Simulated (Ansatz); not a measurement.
**Decaying states in the gap of CsKTl2F6**

Wanted: the relaxed cell of CsKTl2F6, its band edges and its decay constants. It is built by putting K for part of the Cs in the CsTlF3 structure of space group Fm-3m, with the volume rescaled by atomic radii. The parent structure comes from the Materials Project.

Calculated with Ansatz 0.2.0; LDA DFT, plane waves, PAW files, in the first sound run; inputs show where later runs differ.

The structure was built from a prototype and need not be the compound's stable phase.

## (1) Set-up

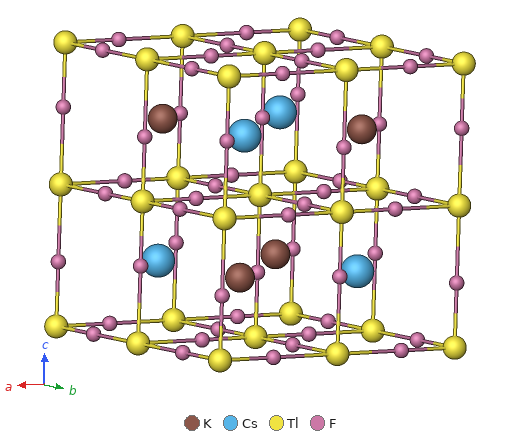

Start, viewed from a free direction; potassium brown, caesium blue, thallium yellow, fluorine pink. This picture shows the conventional cell, with its axes. Some periodic images of atoms are drawn too.

As a file:

```cif
data_structure
_symmetry_space_group_name_H-M 'F-43m'
_symmetry_Int_Tables_number 216
_cell_length_a 9.2980
_cell_length_b 9.2980
_cell_length_c 9.2980
_cell_angle_alpha 90.000
_cell_angle_beta 90.000
_cell_angle_gamma 90.000
_cell_volume 803.84
loop_
_atom_site_label
_atom_site_type_symbol
_atom_site_symmetry_multiplicity
_atom_site_Wyckoff_symbol
_atom_site_fract_x
_atom_site_fract_y
_atom_site_fract_z
_atom_site_occupancy
K1 K 4 c 0.25000 0.25000 0.25000 1
Cs1 Cs 4 d 0.25000 0.25000 0.75000 1
Tl1 Tl 4 b 0.50000 0.00000 0.00000 1
Tl2 Tl 4 a 0.00000 0.00000 0.00000 1
F1 F 24 f 0.22766 0.00000 0.00000 1
```

## (2) Cell and atoms at rest

The substituted atoms don't fit the parent's cell, so cell and atoms relax together. A small smearing keeps the run stable in case the gap closes on the way.

input.yaml reads:

```yaml
crystal:
  lattice:
    - [0.0, 4.6489945323, 4.6489945323]
    - [4.6489945323, 0.0, 4.6489945323]
    - [4.6489945323, 4.6489945323, 0.0]
  atoms:
    - { symbol: K, position: [0.75, 0.75, 0.75] }
    - { symbol: Cs, position: [0.25, 0.25, 0.25] }
    - { symbol: Tl, position: [0.5, 0.5, 0.5] }
    - { symbol: Tl, position: [0.0, 0.0, 0.0] }
    - { symbol: F, position: [0.77234001, 0.22765999, 0.22765999] }
    - { symbol: F, position: [0.22765999, 0.22765999, 0.77234001] }
    - { symbol: F, position: [0.22765999, 0.77234001, 0.77234001] }
    - { symbol: F, position: [0.22765999, 0.77234001, 0.22765999] }
    - { symbol: F, position: [0.77234001, 0.22765999, 0.77234001] }
    - { symbol: F, position: [0.77234001, 0.77234001, 0.22765999] }
kpoints:
  mp_grid: { grid: [4, 4, 4] }
scf:
  occupations: { method: gaussian, width: 0.03 }
hamiltonian:
  xc: lda
output:
  forces: true
  stress: true
relax:
  f_tol: 0.02
  max_steps: 60
  cell: {}
```

Run with:

```sh
$ ansatz run input.yaml --threads 2 --pin off --max-ram 4096MiB --backend cpu --events-out ev --progress --plain --runs-dir out
```

Numbers of over 12 decimals in the logs are rounded to 6 here.

The program printed:

```text
Engine: ansatz 0.2.0, aarch64-unknown-linux-gnu
Pseudopotentials: kind: paw
Pseudopotential: K, paw, valence charge 9, recommended cutoff 420 eV (normal), K.paw.azcp
Pseudopotential: Cs, paw, valence charge 9, recommended cutoff 420 eV (normal), Cs.paw.azcp
Pseudopotential: Tl, paw, valence charge 13, recommended cutoff 420 eV (normal), Tl.paw.azcp
Pseudopotential: F, paw, valence charge 7, recommended cutoff 420 eV (normal), F.paw.azcp
Functional definition: SPW92
  exchange = slater_x
  correlation = pw_c
Crystal: 10 atoms, lattice volume = 200.959 Å³
Basis set: ecut = 420 eV, 3839 PW (Γ)
Bands: 53, of which v1, the nominal top of the filled ones, is band 43 counted from 1 (42 counted from 0)
Symmetry: 24 space group operations
Space group: F-43m (ITA 216), of the structure as read, at distance tolerance 5.9e-5 Å
k-points: 8 of 64 (time reversal used)
Non-local potential: K, projectors of the file, l = 0: 3, l = 1: 2, l = 2: 2
Non-local potential: Cs, projectors of the file, l = 0: 3, l = 1: 2, l = 2: 2, l = 3: 2
Non-local potential: Tl, projectors of the file, l = 0: 2, l = 1: 2, l = 2: 2, l = 3: 1
Non-local potential: F, projectors of the file, l = 0: 2, l = 1: 2, l = 2: 1
PAW form: soft (Blöchl's): semilocal exchange-correlation on the pseudo side does not see the compensation charge
PAW frozen core: K, regenerated for the run's functional, and the local potential with it (the file was generated under x = pbe(κ = 0.804, μ = 0.219515), c = pbe(β = 0.066725))
PAW frozen core: Cs, regenerated for the run's functional, and the local potential with it (the file was generated under x = pbe(κ = 0.804, μ = 0.219515), c = pbe(β = 0.066725))
PAW frozen core: Tl, regenerated for the run's functional, and the local potential with it (the file was generated under x = pbe(κ = 0.804, μ = 0.219515), c = pbe(β = 0.066725))
PAW frozen core: F, regenerated for the run's functional, and the local potential with it (the file was generated under x = pbe(κ = 0.804, μ = 0.219515), c = pbe(β = 0.066725))
PAW one-centre angular grid: K, 110 points (default); XC on 64 Gauss nodes
PAW one-centre angular grid: Cs, 194 points (default); XC on 64 Gauss nodes
PAW one-centre angular grid: Tl, 590 points (default); XC on 64 Gauss nodes
PAW one-centre angular grid: F, 110 points (default); XC on 64 Gauss nodes
Initial density: superposition of atomic densities (neutral atoms: chi_scale 0, normalization atom), corrected by the library's trained network
Initial wavefunctions: pseudopotential atomic-orbital guess
Functional: x = slater, c = lda
SCF iter   1: F=—  HF=-34061.819415 eV  |F-HF|=—  |Δ(HF+E_count)|=         —  Δρ=1.60e-2  dr2=3.87e-1  ethr=1.77e-3  ⟨swp⟩=7.9  Hψ=1781  notcnv=0  defer=5
preconditioner: auto → Resta (q_TF=auto, 2.368 Å⁻¹)  ε∞=3.7  [insulator: Δε(μ)=1.996 eV  Ē_g=14.727 eV  σ=0.030 eV  W_gap=1.00  n_scr=58 (ndim 8)  ℏωp=24.0 eV  f_vac=0.122  D(μ)=0.00/eV (n_scr^D=0)  ε∞_Penn≈3.7]
SCF iter   2: F=—  HF=-34061.718749 eV  |F-HF|=—  |Δ(HF+E_count)|=   1.01e-1  Δρ=5.20e-3  dr2=2.07e-2  ethr=4.50e-4  ⟨swp⟩=2.0  Hψ=852  notcnv=0  defer=42
SCF iter   3: F=—  HF=-34061.712822 eV  |F-HF|=—  |Δ(HF+E_count)|=   5.93e-3  Δρ=1.78e-3  dr2=4.48e-3  ethr=2.41e-5  ⟨swp⟩=2.1  Hψ=666  notcnv=0  defer=42
SCF iter   4: F=—  HF=-34061.711633 eV  |F-HF|=—  |Δ(HF+E_count)|=   1.19e-3  Δρ=4.12e-4  dr2=2.90e-4  ethr=5.21e-6  ⟨swp⟩=3.0  Hψ=684  notcnv=0  defer=42
SCF iter   5: F=—  HF=-34061.711616 eV  |F-HF|=—  |Δ(HF+E_count)|=   1.74e-5  Δρ=5.42e-5  dr2=8.00e-6  ethr=3.37e-7  ⟨swp⟩=2.4  Hψ=729  notcnv=0  defer=42
SCF iter   6: F=—  HF=-34061.711742 eV  |F-HF|=—  |Δ(HF+E_count)|=   1.26e-4  Δρ=7.88e-6  dr2=3.40e-7  ethr=9.30e-9  ⟨swp⟩=2.1  Hψ=669  notcnv=0  defer=42
SCF iter   7: F=-34061.711742 eV  HF=-34061.711742 eV  |F-HF|=1.21e-8  |Δ(HF+E_count)|=   1.13e-8  Δρ=2.54e-6  dr2=2.48e-8  ethr=1.16e-10  ⟨swp⟩=4.0  Hψ=1399  notcnv=0
SCF 1 converged in 7 iterations: F = -34061.711742 eV  dr2 = 2.48e-8
  greatest PAW one-centre occupation: 0.985 electrons in one spin orbital (limit 2), on the K atom at site 0 (counted from 0), in its partial waves of l = 0
relax step   1: F+E_penalty+E_count = -34061.71174182 eV  Δ(F+E_penalty+E_count) = +0.000e0 eV  max|allowed force component| = 5.313e-1 eV/Å  Δτ_max = 0.0000 Å  P = +0.755 GPa  Ω = 200.959 Å³  (7 SCF iters, dr2 threshold 1.00e-7 eV, accepted)
Crystal: 10 atoms, lattice volume = 197.964 Å³
Initial density: handed on by an earlier stage of this run
Initial wavefunctions: those handed on with the density
iter 1 solved again at ethr=9.46e-5 eV; its pass at ethr=3.10e-3 eV (dr2=8.14e-2 eV) is discarded
SCF iter   1: F=—  HF=-34061.802528 eV  |F-HF|=—  |Δ(HF+E_count)|=         —  Δρ=8.72e-3  dr2=8.16e-2  ethr=9.46e-5  ⟨swp⟩=3.1  Hψ=1984  notcnv=0
preconditioner: auto → Resta (q_TF=auto, 2.374 Å⁻¹)  ε∞=3.6  [insulator: Δε(μ)=1.417 eV  Ē_g=14.894 eV  σ=0.030 eV  W_gap=1.00  n_scr=58 (ndim 8)  ℏωp=24.2 eV  f_vac=0.097  D(μ)=0.00/eV (n_scr^D=0)  ε∞_Penn≈3.6]
SCF iter   2: F=—  HF=-34061.780859 eV  |F-HF|=—  |Δ(HF+E_count)|=   2.17e-2  Δρ=4.05e-3  dr2=1.14e-2  ethr=9.46e-5  ⟨swp⟩=2.2  Hψ=651  notcnv=0
SCF iter   3: F=—  HF=-34061.777793 eV  |F-HF|=—  |Δ(HF+E_count)|=   3.07e-3  Δρ=1.69e-3  dr2=1.98e-3  ethr=1.32e-5  ⟨swp⟩=2.0  Hψ=665  notcnv=0
SCF iter   4: F=—  HF=-34061.777246 eV  |F-HF|=—  |Δ(HF+E_count)|=   5.47e-4  Δρ=2.72e-4  dr2=3.67e-5  ethr=2.30e-6  ⟨swp⟩=2.0  Hψ=585  notcnv=0
SCF iter   5: F=—  HF=-34061.777353 eV  |F-HF|=—  |Δ(HF+E_count)|=   1.07e-4  Δρ=2.74e-5  dr2=2.81e-6  ethr=4.27e-8  ⟨swp⟩=2.4  Hψ=727  notcnv=0
SCF iter   6: F=-34061.777352 eV  HF=-34061.777352 eV  |F-HF|=1.96e-7  |Δ(HF+E_count)|=   9.05e-7  Δρ=1.02e-5  dr2=3.85e-7  ethr=1.16e-9  ⟨swp⟩=4.0  Hψ=1405  notcnv=0
SCF 2 converged in 6 iterations: F = -34061.777352 eV  dr2 = 3.85e-7
relax step   2: F+E_penalty+E_count = -34061.77735154 eV  Δ(F+E_penalty+E_count) = -6.561e-2 eV  max|allowed force component| = 7.764e-3 eV/Å  Δτ_max = 0.0435 Å  P = +0.374 GPa  Ω = 197.964 Å³  energy of the carried Pulay correction = +1.012e-2 eV  (6 SCF iters, dr2 threshold 1.00e-6 eV, accepted)
Crystal: 10 atoms, lattice volume = 199.736 Å³
iter 1 solved again at ethr=2.10e-6 eV; its pass at ethr=3.10e-3 eV (dr2=1.81e-3 eV) is discarded
SCF iter   1: F=—  HF=-34061.773711 eV  |F-HF|=—  |Δ(HF+E_count)|=         —  Δρ=1.10e-3  dr2=2.09e-3  ethr=2.10e-6  ⟨swp⟩=2.1  Hψ=1688  notcnv=0
preconditioner: auto → Resta (q_TF=auto, 2.371 Å⁻¹)  ε∞=3.6  [insulator: Δε(μ)=1.571 eV  Ē_g=14.880 eV  σ=0.030 eV  W_gap=1.00  n_scr=58 (ndim 8)  ℏωp=24.1 eV  f_vac=0.100  D(μ)=0.00/eV (n_scr^D=0)  ε∞_Penn≈3.6]
SCF iter   2: F=—  HF=-34061.773110 eV  |F-HF|=—  |Δ(HF+E_count)|=   6.01e-4  Δρ=5.73e-4  dr2=2.45e-4  ethr=2.10e-6  ⟨swp⟩=2.4  Hψ=640  notcnv=0
SCF iter   3: F=—  HF=-34061.773166 eV  |F-HF|=—  |Δ(HF+E_count)|=   5.57e-5  Δρ=2.30e-4  dr2=6.83e-5  ethr=2.85e-7  ⟨swp⟩=2.0  Hψ=625  notcnv=0
SCF iter   4: F=—  HF=-34061.773137 eV  |F-HF|=—  |Δ(HF+E_count)|=   2.93e-5  Δρ=3.85e-5  dr2=3.47e-6  ethr=7.94e-8  ⟨swp⟩=2.0  Hψ=580  notcnv=0
SCF iter   5: F=-34061.773136 eV  HF=-34061.773136 eV  |F-HF|=2.61e-8  |Δ(HF+E_count)|=   8.75e-7  Δρ=1.02e-5  dr2=1.80e-7  ethr=4.07e-10  ⟨swp⟩=3.0  Hψ=1574  notcnv=0
SCF 3 converged in 5 iterations: F = -34061.773136 eV  dr2 = 1.80e-7
relax step   3: F+E_penalty+E_count = -34061.77313560 eV  Δ(F+E_penalty+E_count) = +4.216e-3 eV  max|allowed force component| = 3.947e-3 eV/Å  Δτ_max = 0.0041 Å  P = -0.073 GPa  Ω = 199.736 Å³  energy of the carried Pulay correction = +4.114e-3 eV  (5 SCF iters, dr2 threshold 3.50e-7 eV, accepted)
[...]
relax step   4: F+E_penalty+E_count = -34061.77405268 eV  Δ(F+E_penalty+E_count) = -9.171e-4 eV  max|allowed force component| = 5.569e-4 eV/Å  Δτ_max = 0.0003 Å  P = -0.002 GPa  Ω = 199.481 Å³  energy of the carried Pulay correction = +4.975e-3 eV  (5 SCF iters, dr2 threshold 1.34e-8 eV, accepted)
Initial wavefunctions: pseudopotential atomic-orbital guess (no wavefunctions were taken with the density)
iter 1 solved again at ethr=1.23e-7 eV; its pass at ethr=3.10e-3 eV (dr2=1.06e-4 eV) is discarded
SCF iter   1: F=—  HF=-34061.768093 eV  |F-HF|=—  |Δ(HF+E_count)|=         —  Δρ=9.15e-5  dr2=2.47e-6  ethr=1.23e-7  ⟨swp⟩=3.9  Hψ=3005  notcnv=0
preconditioner: auto → Resta (q_TF=auto, 2.371 Å⁻¹)  ε∞=3.6  [insulator: Δε(μ)=1.563 eV  Ē_g=14.882 eV  σ=0.030 eV  W_gap=1.00  n_scr=58 (ndim 8)  ℏωp=24.1 eV  f_vac=0.099  D(μ)=0.00/eV (n_scr^D=0)  ε∞_Penn≈3.6]
SCF iter   2: F=—  HF=-34061.768239 eV  |F-HF|=—  |Δ(HF+E_count)|=   1.45e-4  Δρ=3.89e-5  dr2=7.45e-7  ethr=2.87e-9  ⟨swp⟩=2.0  Hψ=760  notcnv=0
SCF iter   3: F=—  HF=-34061.768239 eV  |F-HF|=—  |Δ(HF+E_count)|=   7.61e-8  Δρ=1.85e-5  dr2=8.49e-8  ethr=8.67e-10  ⟨swp⟩=2.0  Hψ=514  notcnv=0
SCF iter   4: F=—  HF=-34061.768239 eV  |F-HF|=—  |Δ(HF+E_count)|=   3.14e-9  Δρ=4.15e-7  dr2=1.80e-10  ethr=9.87e-11  ⟨swp⟩=2.0  Hψ=557  notcnv=0
SCF iter   5: F=-34061.768239 eV  HF=-34061.768239 eV  |F-HF|=1.46e-11  |Δ(HF+E_count)|=  2.91e-11  Δρ=1.06e-7  dr2=1.50e-11  ethr=1.00e-12  ⟨swp⟩=4.2  Hψ=1476  notcnv=0
SCF 5 converged in 5 iterations: F = -34061.768239 eV  dr2 = 1.50e-11
relax step   5: F+E_penalty+E_count = -34061.76823857 eV  Δ(F+E_penalty+E_count) = +5.814e-3 eV  max|allowed force component| = 6.029e-4 eV/Å  Δτ_max = 0.0000 Å  P = -0.047 GPa  Ω = 199.481 Å³  stress off target by 4.67e-2 GPa  SCF on the basis re-selected at this cell (its energy is not comparable with the rows above)  (5 SCF iters)
basis re-selected at this cell: Δ(F+E_penalty+E_count) = +5.814e-3 eV, ΔP = -0.045 GPa vs the last step (what re-selecting the basis moved, of the pressure what is left beyond the Pulay correction that the steps carried, after the strain that the cell walked since its last selection, with what the two solves' SCF thresholds leave and, on support functions, any second-order correction that the steps lacked; it is no m [...]
SCF converged after 5 iterations
Free energy (F): -34061.768239 eV
Harris-Foulkes:  -34061.768239 eV  (|F-HF|=1.46e-11)
Internal energy: -34061.768239 eV  (E = F + TS)
E sigma→0 (E₀):  -34061.768239 eV
Fermi energy:    5.314245 eV
--- Per-component energies (eV) ---
  E_band       = -426.718175
  E_kinetic    = 2300.782919
  E_local      = -7071.733292  (includes V_loc(G=0)·N_el)
  E_nonlocal   = 1148.812455
  E_hartree    = 2696.754440
  E_xc         = -1227.000923
  E_vxc        = -1176.713927  (∫ρ·V_xc dr)
  E_paw        = -26516.899522  (= ΣΔE_a)
  E_vpaw       = -1021.387148  (= ΣTr[D̂ρ^β])
  E_aug_tail   = 0.011997  (compensation charges beyond the density's cutoff)
  E_ewald      = -5393.420758
  E_core_change = 0.924445  (= ΣΔE_core)
  E_smearing   = -0.000000  (= −TS)
  E_closure    = -0.000000  (closes the sum)
  Σ components = -34061.768239   (vs F -34061.768239, Δ=0.00e0)
--- Forces (eV/Å), atoms counted from 1 ---
  atom   1  K      0.00000000    -0.00000000    -0.00000000
  atom   2  Cs    -0.00000000     0.00000000     0.00000000
  atom   3  Tl    -0.00000000    -0.00000000    -0.00000000
  atom   4  Tl     0.00000000     0.00000000     0.00000000
  atom   5  F     -0.00060286     0.00000000    -0.00000000
  atom   6  F     -0.00000000    -0.00000000    -0.00060286
  atom   7  F      0.00060286     0.00000000     0.00000000
  atom   8  F     -0.00000000    -0.00060286     0.00000000
  atom   9  F      0.00000000     0.00060286     0.00000000
  atom  10  F      0.00000000     0.00000000     0.00060286
  max |Σ_I F_I| component: 3.54e-18 eV/Å
--- Stress (GPa, compression-positive) ---
       -0.046655      -0.000000      -0.000000
       -0.000000      -0.046655      -0.000000
       -0.000000      -0.000000      -0.046655
  P = ⅓ Tr σ = -0.0467 GPa (-0.467 kbar)
--- Relaxed structure (4 steps of the walk, 4 accepted, 1 SCFs on fresh bases) ---
  F+E_penalty+E_count = -34061.76823857 eV   max|allowed force component| = 6.029e-4 eV/Å   (the final SCF, on the basis selected at the relaxed cell)
  cell:  # Å, volume = 199.4805 Å³
    - [0, 4.637567, 4.637567]
    - [4.637567, 0, 4.637567]
    - [4.637567, 4.637567, 0]
  atoms:
    - { symbol: K, position: [0.75, 0.75, 0.75] }
    - { symbol: Cs, position: [0.25, 0.25, 0.25] }
    - { symbol: Tl, position: [0.5, 0.5, 0.5] }
    - { symbol: Tl, position: [1.3934428048027704e-19, 1.568351943480956e-19, -1.3934428048027788e-19] }
    - { symbol: F, position: [0.768076, 0.231924, 0.231924] }
    - { symbol: F, position: [0.231924, 0.231924, 0.768076] }
    - { symbol: F, position: [0.231924, 0.768076, 0.768076] }
    - { symbol: F, position: [0.231924, 0.768076, 0.231924] }
    - { symbol: F, position: [0.768076, 0.231924, 0.768076] }
    - { symbol: F, position: [0.768076, 0.768076, 0.231924] }
```

It took 11 s on 2 threads of Arm Neoverse V2, shared host; peak memory 0.45 GiB.

Relaxation path:

| step | energy less that of the first step (eV) | largest force component (eV/Å) | pressure (GPa) | volume (Å³) |
| --- | --- | --- | --- | --- |
| 1 | 0.0000 | 0.5313 | 0.75 | 200.96 |
| 2 | -0.0656 | 0.0078 | 0.37 | 197.96 |
| 3 | -0.0614 | 0.0039 | -0.07 | 199.74 |
| 4 | -0.0623 | 0.0006 | 0.00 | 199.48 |
| 5* | -0.0565 | 0.0006 | -0.05 | 199.48 |

Relaxation steps marked * repeat the geometry before them on a plane-wave basis chosen anew for their cell, so energy and pressure can jump there.

The run keeps the 24 symmetry operations that it works with, so distortions that break them were not tested.

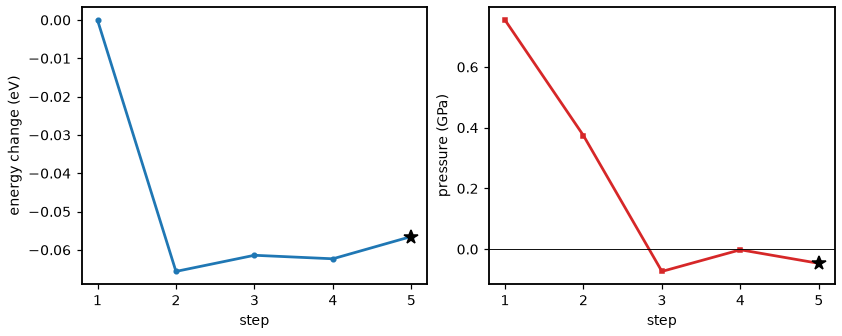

Energy and pressure along the relaxation. Stars mark steps on a basis chosen anew.

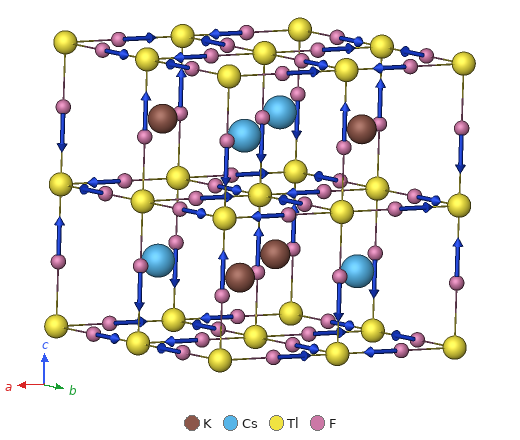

Displacements in the relaxation, exaggerated, measured against the changing cell; the longest in the cell stands for 0.04 Å. Some periodic images of atoms are drawn too.

| conventional cell, symmetrised | before | after | change |
| --- | --- | --- | --- |
| a (Å) | 9.298 | 9.275 | -0.2 % |
| b (Å) | 9.298 | 9.275 | -0.2 % |
| c (Å) | 9.298 | 9.275 | -0.2 % |
| volume (Å³/atom) | 20.10 | 19.95 | -0.7 % |

The atoms that moved most (Å, as changes of fractional coordinates times the final cell):

| atom | dx | dy | dz | length |
| --- | --- | --- | --- | --- |
| F7 | -0.040 | 0.000 | 0.000 | 0.040 |
| F9 | 0.000 | -0.040 | 0.000 | 0.040 |
| F10 | 0.000 | 0.000 | -0.040 | 0.040 |
| F5 | 0.040 | 0.000 | 0.000 | 0.040 |
| F8 | 0.000 | 0.040 | 0.000 | 0.040 |
| F6 | 0.000 | 0.000 | 0.040 | 0.040 |

Numbers from this step:

| Quantity | Value |
| --- | --- |
| free energy | -34061.7682 eV |
| Fermi energy | 5.314 eV |
| pressure | -0.04665 GPa |

The largest force component on a free atom ends at 6.0e-4 eV/Å.

(Part 1 of 3 ends here.)

[Logs are printed without paths, hosts, clocks, repeated set-up lines and the standing remarks that a program may print on its own settings, such as how far it seeks lower states.]

[Hosts, paths, dates, database ids (printed as entryN), source tags and the programs' standing remarks are cut or masked in the printed files.]
